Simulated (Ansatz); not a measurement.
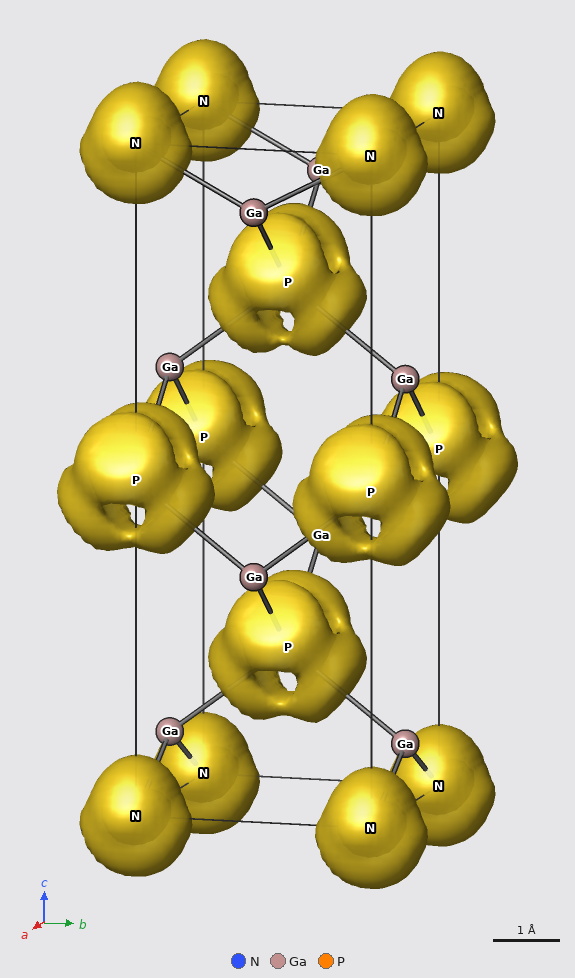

Figure 1: Ga$_{4}$P$_{3}$N. Isosurface of the electron localisation function at 0.75 (yellow), seen slightly off an axis. Core shells and regions of very low density are left out. Sticks mark near contacts.

Space group P-4m2; started from the ordered alloy on zincblende lattice prototype, which need not be the ambient phase.

Level of theory: Ansatz, DFT, PBE, plane waves, PAW.

In a PAW calculation such maps are meaningful between the atoms, not at the nuclei.

> Describe the localisation domains.

The surface consists of three regions on P in which the atom's valence shell and bonds are merged and one region wrapped around N (its valence shell), counted in one cell of 8 atoms. Any copies at cell faces, edges or corners count once.

Values along the shortest contacts:
Ga–N (2.11 Å): the ELF peaks at about 0.85 in the valence shell of N, 0.7 Å from its nucleus, and is about 0.45 at the midpoint. Ga–P (2.34 Å): the ELF peaks at about 0.90 in the valence shell of P, 0.9 Å from its nucleus, and is about 0.75 at the midpoint.
